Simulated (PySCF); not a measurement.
C$_{4}$H$_{13}$B$_{2}$NO (SMILES BN(C)BOC(C)C)

Input

```
{"job": {"kind": "nmr", "xc": "PBE0", "basis": "pcSseg-1"}, "charge": 0, "multiplicity": 1}
B      3.010765     1.495971     0.646308
N      1.999078     0.643825     0.197193
C      2.288085    -0.424279    -0.753045
B      0.628986     0.752551     0.621823
O     -0.243014    -0.128750     0.114642
C     -1.620312    -0.156075     0.424342
C     -1.995148    -1.574691     0.850921
C     -2.414191     0.283134    -0.805750
H      2.742250     2.346628     1.402702
H      4.109420     1.349130     0.262908
H      1.930394    -1.378352    -0.362954
H      1.772451    -0.236642    -1.697022
H      3.358359    -0.486788    -0.936651
H      0.312246     1.585906     1.392130
H     -1.824234     0.539055     1.253447
H     -3.046464    -1.621008     1.121199
H     -1.397062    -1.876539     1.707355
H     -1.806386    -2.267061     0.034290
H     -3.479770     0.245844    -0.596937
H     -2.191528    -0.374738    -1.642548
H     -2.142847     1.299823    -1.080123
```

Launched as:

```sh
OMP_NUM_THREADS=1 python probes_run.py task.json out
```

Geometry: GFN2-xTB.

Theory: PySCF 2.14.0, PBE0/pcSseg-1, SCF density, gas phase, non-relativistic.

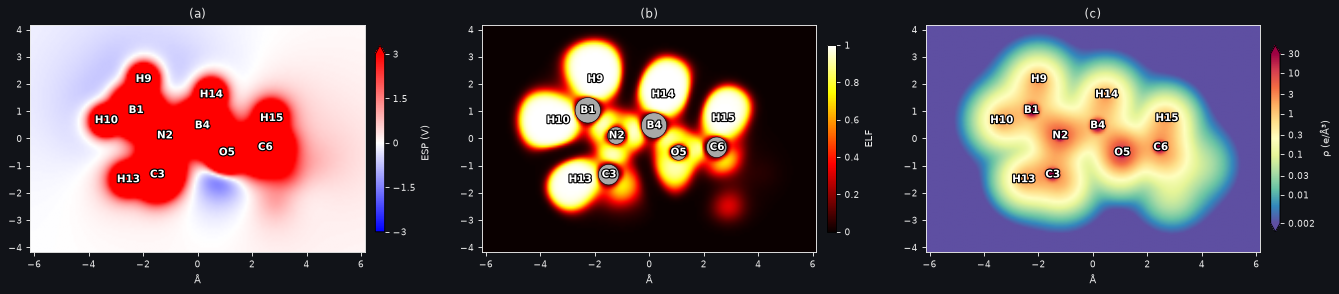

Figure 1. (a) molecular electrostatic potential; (b) electron localisation function; (c) electron density on the plane of atoms B1, N2 and C3. Grey discs cover the atomic cores in the ELF map.

> What do the fields say about this system?

- The section cuts through B, N, C, O and H sites.
- B–O (1.34 Å): the density is about 2.2 e/Å³ at the midpoint; the ELF peaks at about 0.90 between the atoms, as expected for a polar covalent bond.
- B–N (1.40 Å): the density is about 2 e/Å³ at the midpoint; the ELF peaks at about 0.95 between the atoms (a short, strongly polar bond).
- C–O (1.41 Å): ρ is about 2 e/Å³ halfway, with its minimum of 1.7 e/Å³ about 0.5 Å from C; the ELF peaks at about 0.90 between the atoms; a polar covalent bond.
- C–N (1.46 Å): the density is about 1.9 e/Å³ at the midpoint; the ELF peaks at about 0.95 between the atoms; a covalent bond.
- C–H (1.09 Å): ρ at the midpoint is about 2 e/Å³; the ELF climbs to about 1 towards the hydrogen, as it does in any bond to H; a covalent bond by its length.
- The ELF also peaks beside O5, away from the bonds: lone-pair regions.
- Outside the dense part of the molecule the potential is most negative (−1.4 V) near O5.

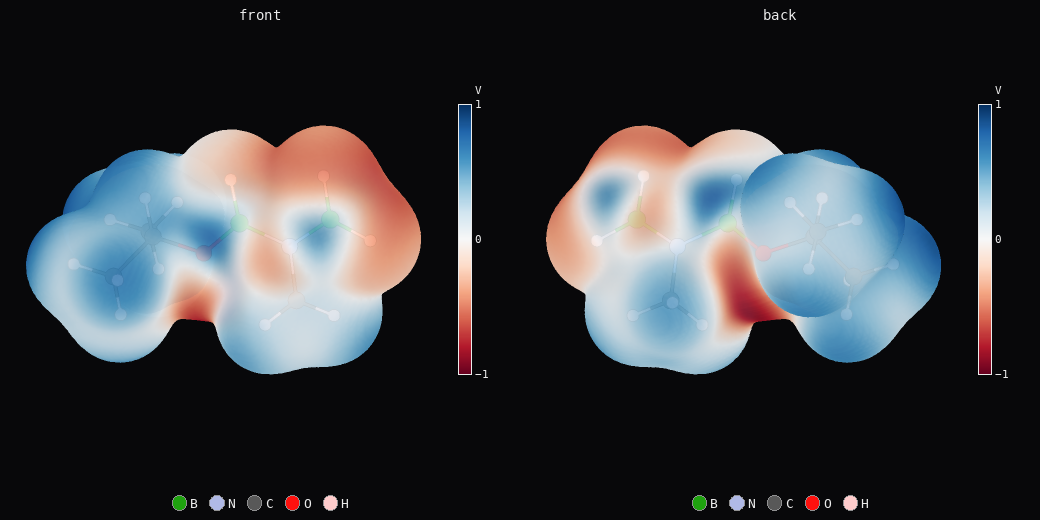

Figure 2. The molecular electrostatic potential painted on the density surface at 0.002 e/bohr³, seen from the front and from behind; the colour scale runs from red (negative) to blue (positive).

> Which sites attract a positive test charge, and which a negative one?

A positive charge is drawn to the negative regions and a negative charge to the positive ones. The most negative region (about −0.9 V) lies over O5, the most positive (about +0.8 V) over H16 and H19.
